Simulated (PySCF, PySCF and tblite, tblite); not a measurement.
# formaldoxime (CH₃NO): conformers and averaged spectra

Aim: find the conformers of formaldoxime (CH₃NO) (`C=NO`), weigh them, and average their properties.

Computed with tblite 0.8.0 (tight binding) and PySCF 2.14.0 (DFT, with response routines of our own); each step states its level. Atoms count from 0 throughout.

### 1 The starting structure

6 atoms, charge 0, multiplicity 1; geometry from: MMFF94s geometry.

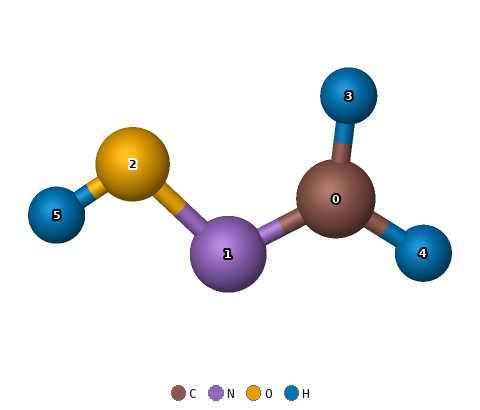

The starting geometry (carbon brown, nitrogen purple, oxygen amber, hydrogen blue), atoms numbered.

### 2 GFN2-xTB relaxation, conformer 1

What the job is given:

```
{"job": {"xc": "GFN2-xTB", "basis": "xTB", "kind": "relax"}, "charge": 0, "multiplicity": 1}
C     -0.858100     0.037100    -0.056200
N      0.246200    -0.595200    -0.141500
O      1.293600     0.246500     0.281900
H     -0.937900     1.094300     0.276800
H     -1.807300    -0.461400    -0.329900
H      2.066700    -0.319300     0.182600
```

Run with:

```bash
OMP_NUM_THREADS=1 python ens_run.py task.json out
```

This one command runs the whole study; its stages follow in the order run.

What it wrote:

```text
step      E/eV     max force
  0    -287.70828    2.175
  1    -287.77008    1.263
  2    -287.78630    0.623
  3    -287.79186    0.266
  4    -287.79468    0.224
  5    -287.80138    0.304
  6    -287.80426    0.227
  7    -287.80727    0.186
  8    -287.80968    0.201
  9    -287.81165    0.165
 10    -287.81247    0.086
 11    -287.81274    0.053
 12    -287.81288    0.050
 13    -287.81298    0.038
 14    -287.81298    0.038
 15    -287.81300    0.030
 16    -287.81301    0.013
 17    -287.81302    0.012
 18    -287.81303    0.012
 19    -287.81303    0.005
 20    -287.81304    0.005
 21    -287.81304    0.005
 22    -287.81304    0.003
```

It took 0.07 s on 1 thread of Arm Neoverse V1, shared host.

Gain 0.105 eV; displacement 0.07 Å root mean square.

### 3 DFT optimisation, start 1: PBE0-D3(BJ)/def2-SVP

What the job is given:

```
{"job": {"kind": "geom", "xc": "PBE0", "basis": "def2-SVP", "d3": "d3bj", "grid": 1, "maxiter": 40}, "charge": 0, "multiplicity": 1}
C     -0.881421     0.070743    -0.048754
N      0.225592    -0.519492    -0.107799
O      1.332633     0.225985     0.272372
H     -1.011205     1.099981     0.273804
H     -1.745336    -0.499477    -0.341496
H      2.068478    -0.153374    -0.228568
```

What it wrote:

```text
step      E/eV     max force
  0     -4612.06352   1.7384
  1     -4612.13280   2.0803
  2     -4612.12574   1.1184
  3     -4612.17134   0.2809
  4     -4612.18058   0.2094
  5     -4612.18554   0.5386
  6     -4612.18801   0.1833
  7     -4612.18879   0.0234
```

Run time: 5.8 s. Hardware: 1 thread of Arm Neoverse V1, shared host; peak memory 0.31 GiB.

The energy fell by 0.125 eV, and the atoms moved 0.12 Å (root mean square).

### 4 Shieldings, conformer 1: KT3/pcSseg-2

What the job is given:

```
{"job": {"xc": "KT3", "basis": "pcSseg-2", "kind": "nmr", "pop": true}, "charge": 0, "multiplicity": 1}
C     -0.877862     0.064408    -0.050411
N      0.249490    -0.492681    -0.222131
O      1.292712     0.314584     0.122128
H     -0.979157     1.089096     0.334893
H     -1.763956    -0.522373    -0.304521
H      2.067513    -0.228668    -0.060399
```

What it wrote:

```text
coarse grid: 5096 points
cycle   1  E = -172.2227027405  dE =  3.257e-01  |g| = 6.305e-01  |ddm| = 1.601e+00
cycle   2  E = -171.9057806988  dE =  3.169e-01  |g| = 1.373e+00  |ddm| = 1.107e+00
cycle   3  E = -172.2774341310  dE = -3.717e-01  |g| = 2.662e-01  |ddm| = 8.899e-01
cycle   4  E = -172.2927717044  dE = -1.534e-02  |g| = 1.210e-01  |ddm| = 2.319e-01
cycle   5  E = -172.2952818846  dE = -2.510e-03  |g| = 6.588e-02  |ddm| = 9.269e-02
cycle   6  E = -172.2962518700  dE = -9.700e-04  |g| = 1.001e-02  |ddm| = 4.319e-02
cycle   7  E = -172.2962735029  dE = -2.163e-05  |g| = 1.460e-03  |ddm| = 6.286e-03
cycle   8  E = -172.2962740256  dE = -5.227e-07  |g| = 2.747e-04  |ddm| = 1.159e-03
final grid: 49528 points
cycle   9  E = -172.3031484757  dE = -2.172e-04  |g| = 7.394e-03  |ddm| = 7.166e-02
cycle  10  E = -172.3031134570  dE =  3.502e-05  |g| = 1.541e-02  |ddm| = 1.052e-02
cycle  11  E = -172.3031567755  dE = -4.332e-05  |g| = 1.761e-03  |ddm| = 7.902e-03
cycle  12  E = -172.3031570836  dE = -3.082e-07  |g| = 1.429e-03  |ddm| = 1.812e-03
cycle  13  E = -172.3031575529  dE = -4.693e-07  |g| = 3.846e-04  |ddm| = 9.102e-04
cycle  14  E = -172.3031575867  dE = -3.382e-08  |g| = 6.546e-05  |ddm| = 2.971e-04
cycle  15  E = -172.3031575877  dE = -9.708e-10  |g| = 8.604e-06  |ddm| = 4.618e-05
converged SCF energy = -172.3031575877

GIAO shielding tensors (ppm)
atom      isotropic    diamagn.    paramagn.     s11        s22        s33       span
  0 C       52.983     251.116    -198.133    -52.215     88.304    122.859    175.074
  1 N     -148.082     314.145    -462.227   -420.747   -125.036    101.535    522.282
  2 O       84.505     384.156    -299.651    -82.329    129.505    206.338    288.667
  3 H       24.426      30.008      -5.582     20.884     25.199     27.196      6.312
  4 H       25.285      29.754      -4.469     24.079     24.941     26.836      2.757
  5 H       24.642      31.457      -6.815     20.329     23.697     29.899      9.570
```

Wall time 9.3 s (1 thread of Arm Neoverse V1, shared host); peak memory 0.65 GiB.

Key values: HOMO -6.50 eV, LUMO -1.33 eV; dipole 0.11 D.

### 5 Single-point energy, conformer 1: PBE0/def2-TZVP

Changed since step 4:

```diff
@@ -1,2 +1,2 @@
-{"job": {"xc": "KT3", "basis": "pcSseg-2", "kind": "nmr", "pop": true}, "charge": 0, "multiplicity": 1}
+{"job": {"xc": "PBE0", "basis": "def2-TZVP", "kind": "sp"}, "charge": 0, "multiplicity": 1}
 C     -0.877862     0.064408    -0.050411
```

What it wrote:

```text
coarse grid: 5096 points
cycle   1  E = -169.6539583724  dE =  3.218e-01  |g| = 4.957e-01  |ddm| = 1.773e+00
cycle   2  E = -169.5984103959  dE =  5.555e-02  |g| = 7.510e-01  |ddm| = 6.389e-01
cycle   3  E = -169.6954770737  dE = -9.707e-02  |g| = 9.979e-02  |ddm| = 4.072e-01
cycle   4  E = -169.6973548350  dE = -1.878e-03  |g| = 3.077e-02  |ddm| = 7.547e-02
cycle   5  E = -169.6975284595  dE = -1.736e-04  |g| = 1.550e-02  |ddm| = 2.463e-02
cycle   6  E = -169.6975776222  dE = -4.916e-05  |g| = 4.089e-03  |ddm| = 1.030e-02
cycle   7  E = -169.6975810961  dE = -3.474e-06  |g| = 4.122e-04  |ddm| = 2.732e-03
final grid: 49528 points
cycle   8  E = -169.6924337363  dE = -2.080e-05  |g| = 6.743e-03  |ddm| = 2.041e-02
cycle   9  E = -169.6924217574  dE =  1.198e-05  |g| = 1.056e-02  |ddm| = 9.270e-03
cycle  10  E = -169.6924421295  dE = -2.037e-05  |g| = 1.022e-03  |ddm| = 5.460e-03
cycle  11  E = -169.6924423260  dE = -1.965e-07  |g| = 1.743e-04  |ddm| = 6.430e-04
cycle  12  E = -169.6924423309  dE = -4.891e-09  |g| = 9.836e-05  |ddm| = 1.511e-04
cycle  13  E = -169.6924423329  dE = -2.003e-09  |g| = 2.904e-05  |ddm| = 6.979e-05
cycle  14  E = -169.6924423330  dE = -1.766e-10  |g| = 2.269e-06  |ddm| = 1.527e-05
converged SCF energy = -169.6924423330
```

Run time: 1.6 s. Hardware: 1 thread of Arm Neoverse V1, shared host; peak memory 0.47 GiB.

This run: HOMO -7.75 eV, LUMO -0.22 eV; dipole 0.12 D.

### 6 Couplings, conformer 1: B3LYP/pcJ-1

Changed since step 5:

```diff
@@ -1,2 +1,2 @@
-{"job": {"xc": "PBE0", "basis": "def2-TZVP", "kind": "sp"}, "charge": 0, "multiplicity": 1}
+{"job": {"xc": "B3LYP", "basis": "pcJ-1", "kind": "j"}, "charge": 0, "multiplicity": 1}
 C     -0.877862     0.064408    -0.050411
```

What it wrote:

```text
coarse grid: 5096 points
cycle   1  E = -169.7409581795  dE =  3.127e-01  |g| = 5.428e-01  |ddm| = 1.929e+00
cycle   2  E = -169.6587272845  dE =  8.223e-02  |g| = 8.722e-01  |ddm| = 7.506e-01
cycle   3  E = -169.7878593282  dE = -1.291e-01  |g| = 1.223e-01  |ddm| = 5.081e-01
cycle   4  E = -169.7906537183  dE = -2.794e-03  |g| = 4.292e-02  |ddm| = 1.045e-01
cycle   5  E = -169.7909797834  dE = -3.261e-04  |g| = 2.247e-02  |ddm| = 3.646e-02
cycle   6  E = -169.7910832168  dE = -1.034e-04  |g| = 4.577e-03  |ddm| = 1.521e-02
cycle   7  E = -169.7910874284  dE = -4.212e-06  |g| = 3.954e-04  |ddm| = 3.099e-03
final grid: 49528 points
cycle   8  E = -169.8224142281  dE = -6.704e-05  |g| = 3.697e-03  |ddm| = 7.942e-03
cycle   9  E = -169.8224123713  dE =  1.857e-06  |g| = 4.648e-03  |ddm| = 5.373e-03
cycle  10  E = -169.8224166277  dE = -4.256e-06  |g| = 1.118e-03  |ddm| = 3.150e-03
cycle  11  E = -169.8224168203  dE = -1.925e-07  |g| = 4.457e-04  |ddm| = 7.563e-04
cycle  12  E = -169.8224168581  dE = -3.785e-08  |g| = 1.479e-04  |ddm| = 3.023e-04
cycle  13  E = -169.8224168625  dE = -4.401e-09  |g| = 1.455e-05  |ddm| = 9.544e-05
cycle  14  E = -169.8224168625  dE = -4.081e-11  |g| = 2.264e-06  |ddm| = 7.969e-06
converged SCF energy = -169.8224168625

Indirect spin-spin couplings (Hz)
  i      j    bonds     total        FC       PSO       DSO        SD
  0 C    1 N    1     -4.146    -9.501     8.371    -0.049    -2.968
  0 C    2 O    2     -9.833    -9.264     1.776     0.048    -2.393
  0 C    3 H    1    170.834   169.763     0.069     0.695     0.306
  0 C    4 H    1    194.004   192.937     0.192     0.630     0.246
  0 C    5 H    3     13.490    13.962     0.808    -1.071    -0.209
  1 N    2 O    1    -23.440   -21.971    -1.762     0.036     0.256
  1 N    3 H    2      1.812     0.239     1.270     0.275     0.028
  1 N    4 H    2    -16.623   -18.173     1.323     0.197     0.029
  1 N    5 H    2     -1.965    -3.073     0.812     0.204     0.093
  2 O    3 H    3     -9.664   -10.574     0.822    -0.006     0.095
  2 O    4 H    3    -17.082   -17.304     0.075     0.393    -0.246
  2 O    5 H    1    -74.202   -65.304    -8.611    -0.257    -0.030
  3 H    4 H    2     10.590    10.371     3.800    -3.643     0.061
  3 H    5 H    4     -1.088    -0.560     3.022    -3.431    -0.120
  4 H    5 H    4      1.468     1.800     2.626    -2.886    -0.073
```

Wall time 4.7 s (1 thread of Arm Neoverse V1, shared host); peak memory 0.47 GiB.

Key values: HOMO -7.45 eV, LUMO -0.38 eV; dipole 0.05 D.

### 7 Excited states, conformer 1: PBE0/def2-SVPD

Changed since step 6:

```diff
@@ -1,2 +1,2 @@
-{"job": {"xc": "B3LYP", "basis": "pcJ-1", "kind": "j"}, "charge": 0, "multiplicity": 1}
+{"job": {"xc": "PBE0", "basis": "def2-SVPD", "nstates": 8, "ntriplets": 0, "kind": "uv"}, "charge": 0, "multiplicity": 1}
 C     -0.877862     0.064408    -0.050411
```

What it wrote:

```text
coarse grid: 5096 points
cycle   1  E = -169.4449462634  dE =  3.015e-01  |g| = 4.453e-01  |ddm| = 2.854e+00
cycle   2  E = -169.3966521824  dE =  4.829e-02  |g| = 6.782e-01  |ddm| = 8.025e-01
cycle   3  E = -169.4813435691  dE = -8.469e-02  |g| = 8.678e-02  |ddm| = 4.731e-01
cycle   4  E = -169.4828166766  dE = -1.473e-03  |g| = 2.665e-02  |ddm| = 1.012e-01
cycle   5  E = -169.4829528774  dE = -1.362e-04  |g| = 1.326e-02  |ddm| = 3.570e-02
cycle   6  E = -169.4829909177  dE = -3.804e-05  |g| = 3.445e-03  |ddm| = 1.497e-02
cycle   7  E = -169.4829935790  dE = -2.661e-06  |g| = 2.994e-04  |ddm| = 3.810e-03
final grid: 49528 points
cycle   8  E = -169.5082880882  dE = -8.529e-06  |g| = 6.713e-03  |ddm| = 2.337e-02
cycle   9  E = -169.5082738912  dE =  1.420e-05  |g| = 1.098e-02  |ddm| = 1.377e-02
cycle  10  E = -169.5082972576  dE = -2.337e-05  |g| = 7.879e-04  |ddm| = 7.948e-03
cycle  11  E = -169.5082973984  dE = -1.408e-07  |g| = 7.203e-05  |ddm| = 7.560e-04
cycle  12  E = -169.5082973993  dE = -9.576e-10  |g| = 3.692e-05  |ddm| = 1.099e-04
cycle  13  E = -169.5082973995  dE = -2.063e-10  |g| = 2.511e-05  |ddm| = 6.088e-05
converged SCF energy = -169.5082973995

Static polarisability (au): isotropic 27.821, principal 19.235 24.839 39.388

Singlet excitations
state   eV       nm        f      main configurations
  1   5.8225    212.9   0.00083   H-1->L 0.99
  2   6.9310    178.9   0.18203   H->L 0.92
  3   7.1080    174.4   0.00111   H->L+1 0.98
  4   7.4896    165.5   0.02123   H-1->L+1 0.98
  5   8.0341    154.3   0.01887   H->L+2 0.98
  6   8.4688    146.4   0.03370   H-1->L+2 0.96
  7   9.0488    137.0   0.00343   H->L+4 0.54, H->L+3 0.39
  8   9.3623    132.4   0.01086   H->L+3 0.52, H->L+4 0.39
```

Run time: 2.5 s. Hardware: 1 thread of Arm Neoverse V1, shared host; peak memory 0.47 GiB.

In short: HOMO -7.87 eV, LUMO -0.32 eV; dipole 0.21 D; S1 5.82 eV.

### 8 Averages: properties at KT3/pcSseg-2

What the job is given:

```
{"job": {"study": "conf", "smiles": "C=NO", "search": {"seed": 7282, "n_embed": 90, "ff_keep": 14, "window": 3.0, "nmax": 8, "temps": [150, 200, 250, 298.15, 400], "t_ref": 298.15, "order": 0.001, "geom": true}, "level": {"nmr": {"xc": "KT3", "basis": "pcSseg-2"}, "sp": {"xc": "PBE0", "basis": "def2-TZVP"}, "j": {"xc": "B3LYP", "basis": "pcJ-1", "top": 4}, "uv": {"xc": "PBE0", "basis": "def2-SVPD", "nstates": 8, "ntriplets": 0, "top": 4}}, "kind": "conf"}, "charge": 0, "multiplicity": 1}
C     -0.877862     0.064408    -0.050411
N      0.249490    -0.492681    -0.222131
O      1.292712     0.314584     0.122128
H     -0.979157     1.089096     0.334893
H     -1.763956    -0.522373    -0.304521
H      2.067513    -0.228668    -0.060399
```

What it wrote:

```text
conformer  sym    E(xTB)   E(DFT)   G(298.15 K)  weight  dipole/D
    1     Cs      0.000    0.000    0.000   1.0000    0.121

mean shielding (ppm) by class
class atoms           150 K      200 K      250 K   298.15 K      400 K
  0 C  0             52.983     52.983     52.983     52.983     52.983
  1 N  1           -148.082   -148.082   -148.082   -148.082   -148.082
  2 O  2             84.505     84.505     84.505     84.505     84.505
  3 H  3             24.426     24.426     24.426     24.426     24.426
  4 H  4             25.285     25.285     25.285     25.285     25.285
  5 H  5             24.642     24.642     24.642     24.642     24.642
```

It took 19 s on 1 thread of Arm Neoverse V1, shared host. This counts the runs that the step sums up.

The search (ETKDG and KDG, MMFF94s, GFN2-xTB) embedded 90 structures, kept 1 distinct ones after the force field and 1 after xTB; 1 was carried on (window 3.0 kcal/mol at the search's own energies). Energies: PBE0/def2-TZVP with D3(BJ).

Conformer by conformer (298 K):

```csv
no.,group,mirror pair,ΔE xTB,ΔE DFT,ΔG,weight (%),μ (D),C0–N1–O2–H5 (°),"A, B, C (GHz)"
1,Cs,no,0.00,0.00,0.00,100.0,0.12,-180,"72.06, 11.99, 10.28"
```

Energies in kcal/mol. ΔG holds xTB vibrations and rotation, symmetry numbers and mirror pairs.

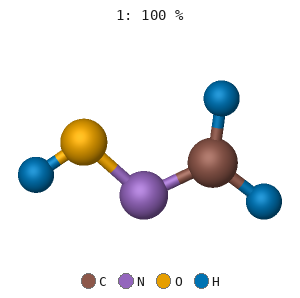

The one conformer.

Shifts against references run at the same level (¹H TMS 31.35, ¹⁷O H2O 323.8, ¹⁵N NH3 258.7, ¹³C TMS 181.3 ppm of shielding), by class of atoms, at 298 K:

| atoms | environment | average |
| --- | --- | --- |
| C0 | C=N carbon | 128.3 |
| H3 | hydrogen on a C=N carbon | 6.93 |
| H5 | hydrogen on a N–OH oxygen | 6.71 |
| H4 | hydrogen on a C=N carbon | 6.07 |
| N1 | oxime nitrogen | 406.8 |
| O2 | N–OH oxygen | 239.3 |

Couplings (Hz, B3LYP/pcJ-1; one pair named for each class, the eight largest averages at most for each number of bonds), from conformers that hold 100 % of the weight:

```csv
pair,bonds,average
C0–H4,1,194.0
C0–H3,1,170.8
O2–H5,1,-74.2
N1–O2,1,-23.4
C0–N1,1,-4.2
N1–H4,2,-16.6
H3–H4,2,10.6
C0–O2,2,-9.8
N1–H5,2,-2.0
N1–H3,2,1.8
O2–H4,3,-17.1
C0–H5,3,13.5
O2–H3,3,-9.7
H4–H5,4,1.5
H3–H5,4,-1.1
```

Effective distances for nuclear Overhauser effects, ⟨r⁻⁶⟩^(−1/6) as a mean over all pairs of two classes, so longer than the nearest pair where a class holds remote atoms (Å): H3···H4 1.90; H3···H5 3.34; H4···H5 3.85.

Lowest and brightest singlet by conformer (PBE0/def2-SVPD): no. 1 5.82 and 6.93 eV.

### 9 Results

| quantity | value |
| --- | --- |
| conformers | 1; the first in weight is no. 1 (Cs), 100 % at 298 K |
| root-mean-square dipole | 0.12 D |
| averaged ¹³C shifts (KT3/pcSseg-2) | 128.3 ppm |
| averaged ¹H shifts (KT3/pcSseg-2) | 6.93, 6.71, 6.07 ppm |

**Reading.** The search found one conformer in the window, so the averages are its own values. Protons on O, N, S or Se exchange and bind to solvent, so their values hold for the lone molecule only.
